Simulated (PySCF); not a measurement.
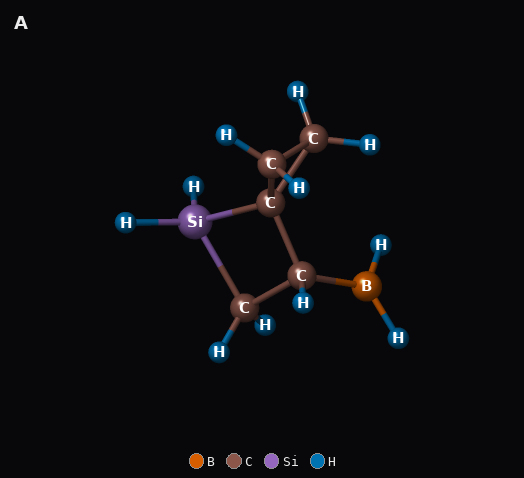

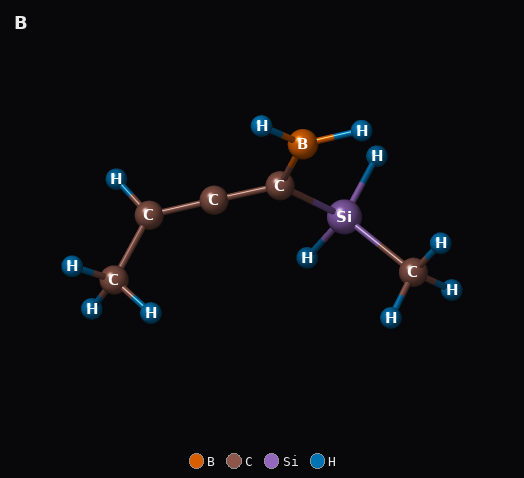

2 stationary structures of one formula. Geometries: GFN2-xTB. Electronic energies: PBE0/pcSseg-1 (PySCF 2.14.0), without zero-point energy. No frequency run is at hand to confirm each as a minimum. Each is one conformer, not always the lowest.

> How are they related?

They are constitutional isomers of C5H11BSi: A `B[C@@H]1C[SiH2]C12CC2`, B `BC(=C=CC)[SiH2]C`.

> Rank them by energy, lowest first.

B is lowest; A lies 45.9 kJ/mol above it.

The geometry is semi-empirical. Around B, Si such bond lengths and angles can be off by a tenth of an ångström or more and by several degrees, and values that hang on the shape move with them.
